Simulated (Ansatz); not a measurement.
The parent structure is C (space group Im-3m, No. 229; a = 4.362 Å; a hypothetical phase, not in the database extracts checked).

Modification: electron doping at 1.0×10^22 cm⁻³ (0.415 per cell), with a uniform compensating background at fixed cell and a 300 K Fermi–Dirac width.

The values are results of PBEsol (Ansatz, a quantum-chemistry and plane-wave program), scalar-relativistic without spin-orbit coupling, not measurements.

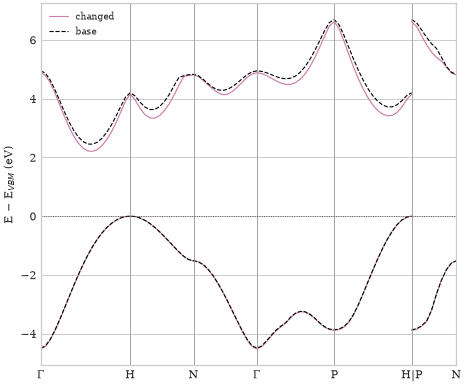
Figure. Highest valence and lowest conduction band along the path, each from its own valence-band maximum

Task: Read the changed gap and its character from the plot.

Result: About 2.2 eV, indirect, H → Γ–H (58 % along).

Carriers are added with a uniform compensating background; total energy and stress of such cells depend on the potential's zero and are not compared; many-body gap narrowing is missing at this level. Stability against distortions was not tested.
